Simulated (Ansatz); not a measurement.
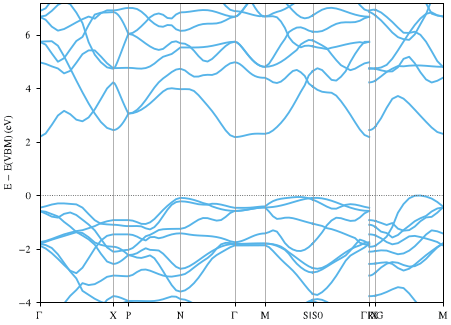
Fig. 1. Band structure from DFT-r²SCAN+D4 in the program Ansatz with PAW potentials

Problem. Read off the gap and where the band edges lie.

Solution. About 2.2 eV (2.18 eV by a search for the band edges); maximum on the G–M line, 64 % of the way from G, minimum at Γ.

The material is BiPbIO$_{2}$ in space group I4mm (No. 107; Bi on 2a, Pb on 2a, I on 2a, O on 4b).

The workflow started from a Materials Project entry (that database holds measured and hypothetical structures alike); the Crystallography Open Database copy checked does not list it. Whether it is the stable phase at ambient conditions was not checked. The cell was relaxed with r²SCAN+D4 under the symmetry of its start; its stability against distortions is not shown here. Scalar-relativistic: spin–orbit coupling is off unless named, which matters more the heavier the elements.

Potentials: the later of the program's two PAW sets.
